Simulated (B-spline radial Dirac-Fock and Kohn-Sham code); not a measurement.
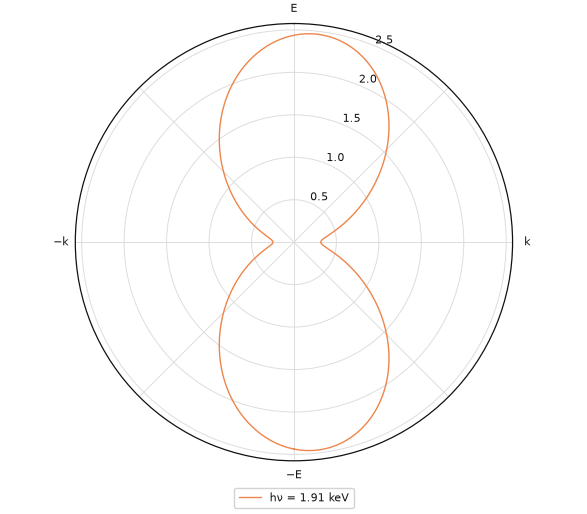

Angular distribution of photoelectrons from L3 (2p3/2) in the plane of the polarisation E (up) and the photon direction k (right), relative to an isotropic one. System: the ion Fe²⁺. Computed with a radial B-spline solver: a Dirac–Hartree–Slater potential; 1 + βP₂(cos θ) + (δ + γ cos²θ) sin θ cos φ with E1 and E1–E2 terms. Open shells are averaged over j.

Q: Is the pattern at 1.91 keV symmetric between forward and backward?

A: No: 45° forward of E it is 1.3 times the value 45° backward, from the non-dipole terms.
